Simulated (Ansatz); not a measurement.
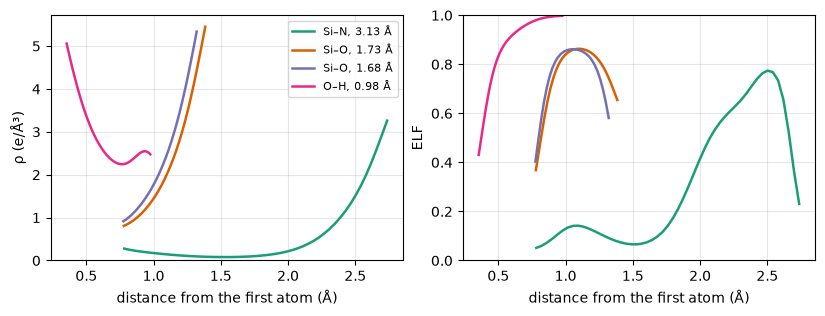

Figure 1: H4O2Si···NH3. Electron density and electron localisation function along straight lines between neighbouring atoms. The curves leave out the atomic cores.

Not at a stationary point (largest force 1.2 eV/Å).

Computed with RKS PBE-D4/6-31G* in Ansatz.

Input file:

```
crystal:
  periodic: [false, false, false]
  atoms:
    - { symbol: Si, position_ang: [-0.5363, -0.7228, 0.1246] }
    - { symbol: O, position_ang: [1.4215, -0.0932, 0.3741] }
    - { symbol: H, position_ang: [0.0375, -1.8947, -0.5326] }
    - { symbol: H, position_ang: [-1.9696, -0.738, -0.2051] }
    - { symbol: O, position_ang: [-0.735, -0.5875, 1.7231] }
    - { symbol: H, position_ang: [0.956, 0.8652, -0.3308] }
    - { symbol: "N", position_ang: [-0.2377, 1.1214, -0.881] }
    - { symbol: H, position_ang: [2.1012, -0.5478, -0.1204] }
    - { symbol: H, position_ang: [0.039, -0.3932, 2.2493] }
    - { symbol: H, position_ang: [-0.3098, 1.0941, -1.8843] }
    - { symbol: H, position_ang: [-0.7667, 1.8965, -0.5167] }
basis:
  gaussian: { orbitals: "6-31G*" }
hamiltonian:
  xc: pbe
  dispersion: d4
relax:
  f_tol: 0.15
  max_steps: 25
  restrain:
    - { distance: [0, 6], at: 3.12, k: 30.0 }
    - { distance: [5, 1], at: 2.27, k: 30.0 }
    - { distance: [0, 1], at: 1.77, k: 30.0 }
    - { distance: [5, 6], at: 1.02, k: 30.0 }
output:
  orbitals: {}
```

Launched as:

```sh
ansatz run input.yaml --threads 2 --pin off --max-ram 3072MiB --backend cpu --events-out ev --progress --plain --runs-dir out
```

The fields are those of the run's last geometry, not of the input's.

What can be read from the curves?

Si1···N7 (3.13 Å): the density falls to about 0.08 e/Å³ on the way; the ELF is about 0.05 at the midpoint.
Si–O (1.73 Å): the density is about 0.97 e/Å³ at the midpoint; the ELF peaks at about 0.85 between the atoms, as expected for a polar covalent bond.
Si–O (1.68 Å): the density is about 1.1 e/Å³ at the midpoint; the ELF peaks at about 0.85 between the atoms, as expected for a shared but strongly polarised pair.
O–H (0.98 Å): the density is about 3.5 e/Å³ at the midpoint; the ELF climbs to about 1 towards the hydrogen, as it does in any bond to H (a covalent bond by its length).
